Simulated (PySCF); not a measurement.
# C4H11N3OSi: what the fields show

```xyz
20

C    -1.6178    0.8058    0.9502
Si   -1.2889   -0.1992   -0.6358
N    -2.2964   -1.5829   -0.8984
O    -1.5388    0.8983   -1.8112
N     0.3020   -0.8645   -0.7867
C     1.4965   -0.0714   -0.7596
C     2.0266    0.1673    0.6736
C     3.2280    0.9542    0.6572
N     4.1863    1.5776    0.6229
H    -1.3784    0.2394    1.8465
H    -2.6628    1.0924    1.0170
H    -1.0362    1.7225    0.9672
H    -3.2763   -1.4007   -1.0384
H    -2.1949   -2.3754   -0.2877
H    -1.4703    0.6252   -2.7225
H     0.4588   -1.8039   -0.4588
H     2.2805   -0.5613   -1.3495
H     1.2702    0.8918   -1.2204
H     2.2413   -0.7928    1.1530
H     1.2654    0.6883    1.2587
```

Geometry: GFN2-xTB.

The calculation used PBE0/pcSseg-1, SCF density, gas phase, non-relativistic (PySCF).

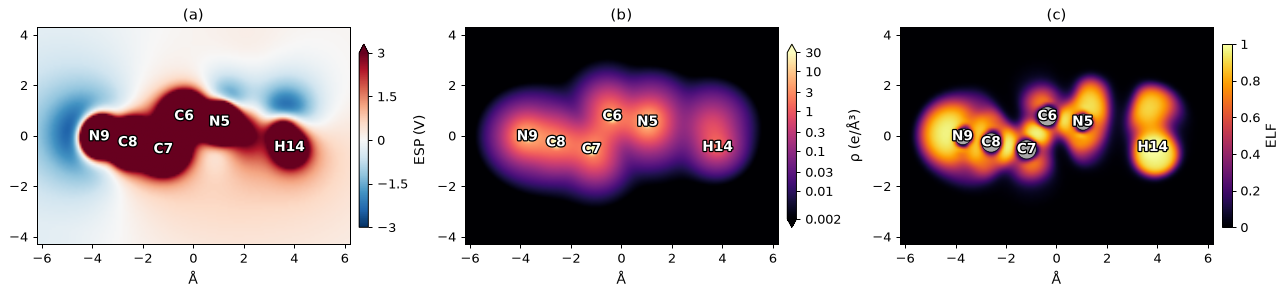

Figure 1. (a) electrostatic potential; (b) total electron density; (c) electron localisation function on the plane of atoms C6, C7 and C8. Grey discs cover the atomic cores in the ELF map.

Q: What do the fields say about this system?

A:
- The section cuts through N, C and H sites.
- C–N (1.14 Å): ρ is about 3.6 e/Å³ halfway; the ELF peaks at about 0.85 between the atoms; a short, multiple covalent bond.
- C–C (1.44 Å): ρ is about 1.9 e/Å³ halfway; the ELF peaks at about 0.95 between the atoms, as expected for a covalent bond.
- C–C (1.55 Å): ρ at the midpoint is about 1.6 e/Å³; the ELF peaks at about 0.95 between the atoms; localised, covalent bonding.
- The ELF also peaks beside N9 and N5, away from the bonds: lone-pair regions.
- Outside the dense part of the molecule the potential is most negative (−2.4 V) near N9.

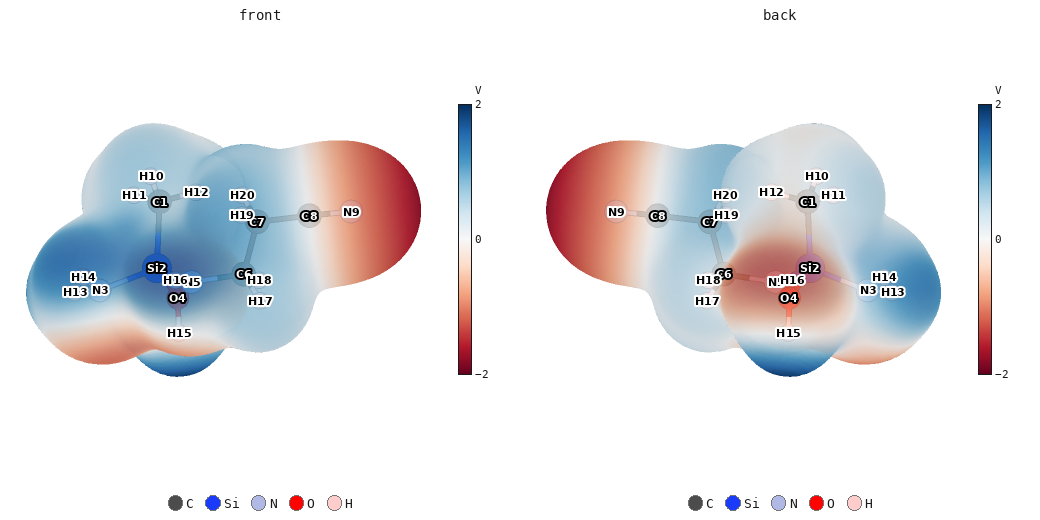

Figure 2. The electrostatic potential painted on the density surface at 0.001 e/bohr³, seen from the front and from behind; red is negative and blue positive.

Q: Which sites attract a positive test charge, and which a negative one?

A: A positive charge is drawn to the negative regions and a negative charge to the positive ones. The most negative region (about −1.8 V, or −42 kcal/mol for a unit charge) lies over N9, the most positive (about +1.8 V, or +42 kcal/mol for a unit charge) over H15. N9 is the likeliest acceptor of a hydrogen bond.
